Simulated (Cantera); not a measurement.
Feed: 1 mol B2O3, a varied amount of F2, equilibrated at 898.15 K and 8.00 Pa.

Cantera equilibrium calculation (NASA polynomials, part measured and part estimated; ideal gas, pure solids and liquids). Candidate condensed phases: B, B2O3; 21 gas species. The numbers say what is thermodynamically allowed, not how fast it happens.

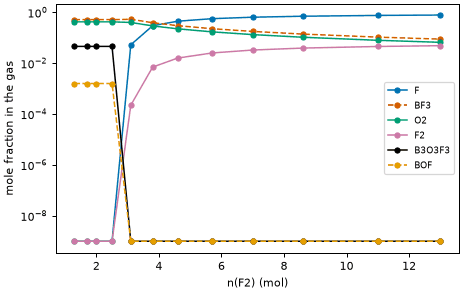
Figure: Equilibrium gas composition (values under 1e-9 drawn at 1e-9)

From 1.3 mol F2 to 2.5 mol F2 the condensed part is B2O3(l). From 3.1 mol F2 to 13 mol F2 nothing is condensed. The main B-bearing gas is BF3 throughout.
